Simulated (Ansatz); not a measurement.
AlFH2···H2

The calculation's input:

```
crystal:
  periodic: [false, false, false]
  atoms:
    - { symbol: Al, position_ang: [0.02097, -0.424579, -0.459066] }
    - { symbol: F, position_ang: [0.018652, -0.195356, 2.409504] }
    - { symbol: H, position_ang: [1.40325, 0.205949, -0.913997] }
    - { symbol: H, position_ang: [-1.388363, 0.165501, -0.882891] }
    - { symbol: H, position_ang: [0.05017, -1.767318, 0.362689] }
    - { symbol: H, position_ang: [0.031221, -1.067696, 2.084961] }
basis:
  gaussian: { orbitals: def2-SVP }
hamiltonian:
  xc: r2scan
  dispersion: d4
relax:
  f_tol: 0.03
  max_steps: 50
output:
  orbitals: {}
```

Command:

```sh
ansatz run input.yaml --threads 1 --pin off --max-ram 2048MiB --backend cpu --events-out ev --progress --plain --runs-dir out
```

The fields are those of the run's last geometry, not of the input's.

All numbers below come from Ansatz, RKS r2SCAN-D4/def2-SVP.

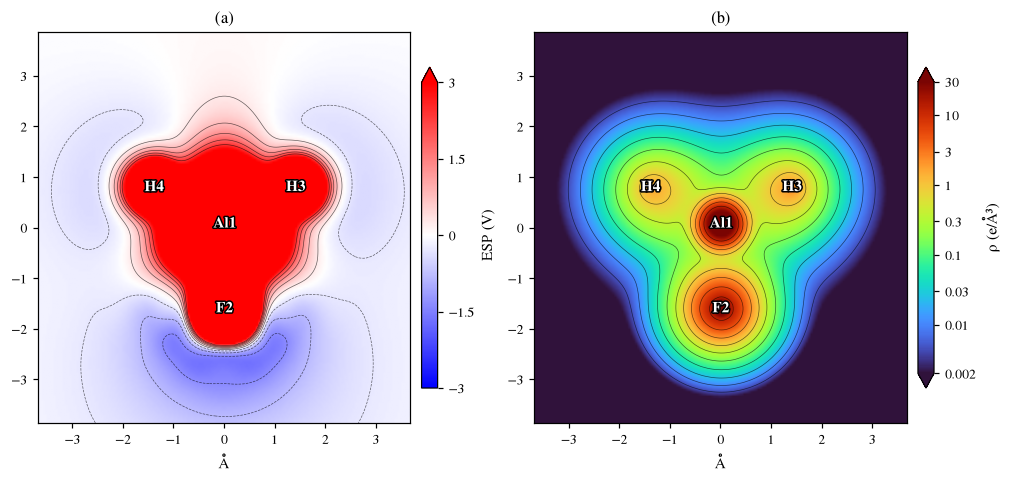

Figure 1. (a) molecular electrostatic potential; (b) electron density on the plane of atoms F2, Al1 and H3.

Q: What do the fields say about this system?

A:
- The plane passes through Al, F and H nuclei.
- Al–F (1.68 Å): ρ at the midpoint is about 0.76 e/Å³.
- Al–H (1.58 Å): ρ is about 0.55 e/Å³ halfway.
- Outside the dense part of the complex the potential is most negative (−1.7 V) near F2.

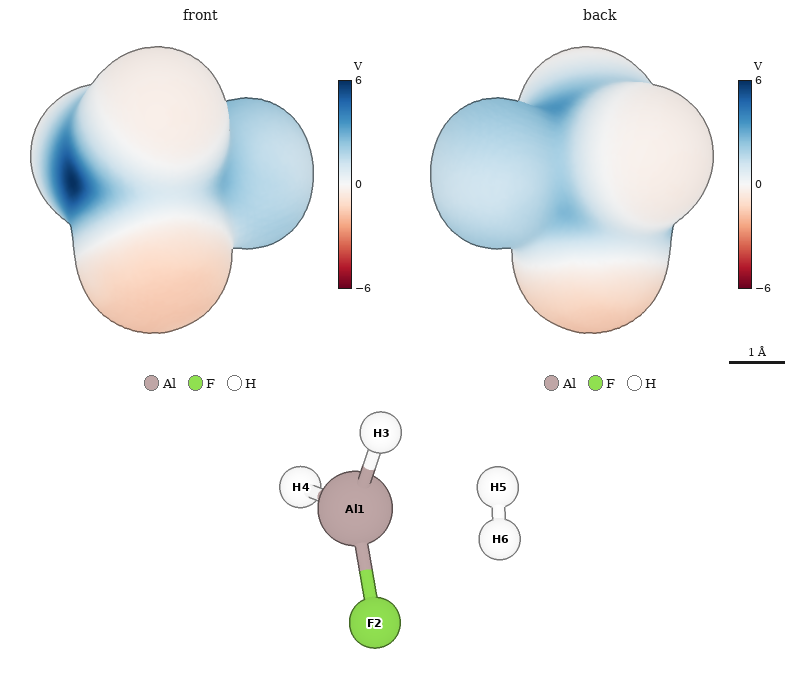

Figure 2. The molecular electrostatic potential painted on the density surface at 0.004 e/bohr³, seen from the front and from behind; red is negative and blue positive. The bare structure is drawn below in the same view.

Q: Which sites attract a positive test charge, and which a negative one?

A: A positive charge is drawn to the negative regions and a negative charge to the positive ones. The most negative region (about −1.6 V, or −37 kcal/mol for a unit charge) lies over F2, the most positive (about +5.6 V, or +129 kcal/mol for a unit charge) over Al1.

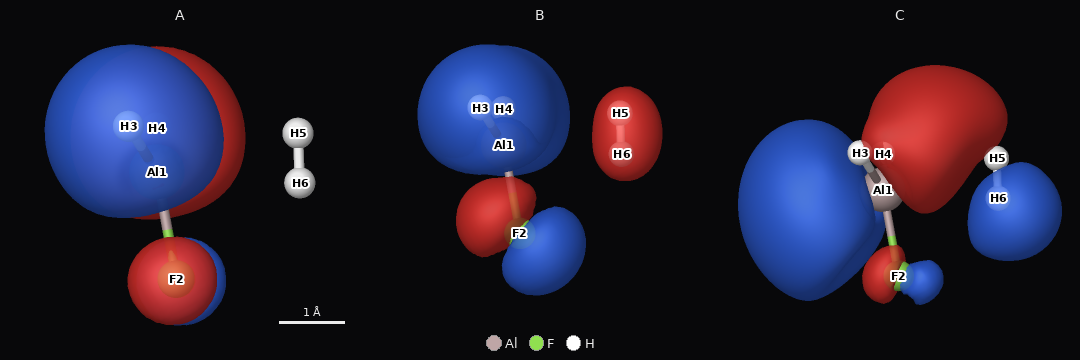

Figure 3. Three frontier orbitals at ±0.08 Å⁻³ᐟ² (red and blue are the two phases), in no order.

Q: Order the three orbitals by energy and name them.

A: B is the HOMO−1 (−9.10 eV). By Hirshfeld shares it lies mainly on Al1 (about 30 %), F2 (about 30 %), H3 (about 20 %) and H4 (about 20 %). A is the HOMO (−7.52 eV). By Hirshfeld shares it lies mainly on Al1 (about 30 %), H3 (about 30 %), H4 (about 30 %) and F2 (about 10 %). C is the LUMO (−1.01 eV). By Hirshfeld shares it lies mainly on Al1 (about 70 %), H6 (about 10 %) and H5 (about 5 %).

Q: What is the HOMO–LUMO gap?

A: 6.51 eV between the orbital energies.

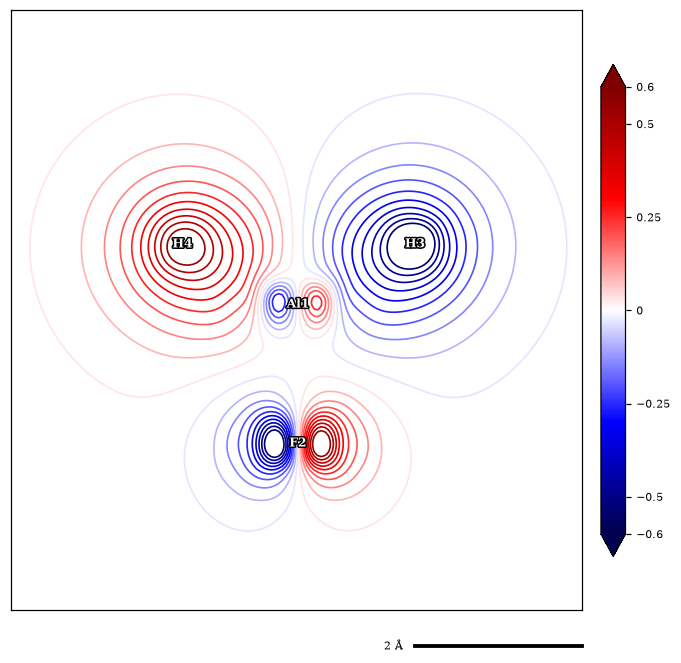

Figure 4. One frontier orbital on the plane of atoms F2, Al1 and H3 (values in Å⁻³ᐟ²; the overall sign is arbitrary).

Q: Which orbital is it: HOMO or LUMO?

A: The HOMO, at −7.52 eV. By Hirshfeld shares it lies mainly on Al1 (about 30 %), H3 (about 30 %), H4 (about 30 %) and F2 (about 10 %).
